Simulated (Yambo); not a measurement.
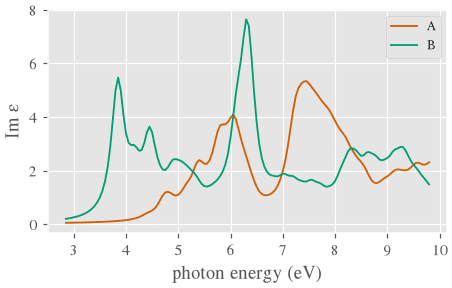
Two computed absorption spectra of K₂S (anti-fluorite, space group Fm-3m, No. 225) (Yambo, PBEsol bands with the same scissor, field along x)

Problem. Which curve includes the electron-hole attraction (BSE), and where are its main peaks?

Solution. Curve B: the attraction moves weight to lower energy (centre of the plotted range 6.4 eV against 7.2 eV). Its peaks lie at 3.9 eV, 4.5 eV, 6.3 eV, 9.3 eV. Settings: 8×8×8 mesh, 3 valence and 9 conduction bands, static screening with 47 bands and a 4 Ry block, scissor 1.83 eV, Tamm-Dancoff. The scissor comes from a G0W0 run whose convergence isn't established. Broadening 0.15 eV. The band window holds all transitions up to 10.9 eV. Fine structure above the onset can come from the mesh.

Geometry relaxed with PBEsol; primitive cell a = b = c = 5.186 Å, α = β = γ = 60.00°.
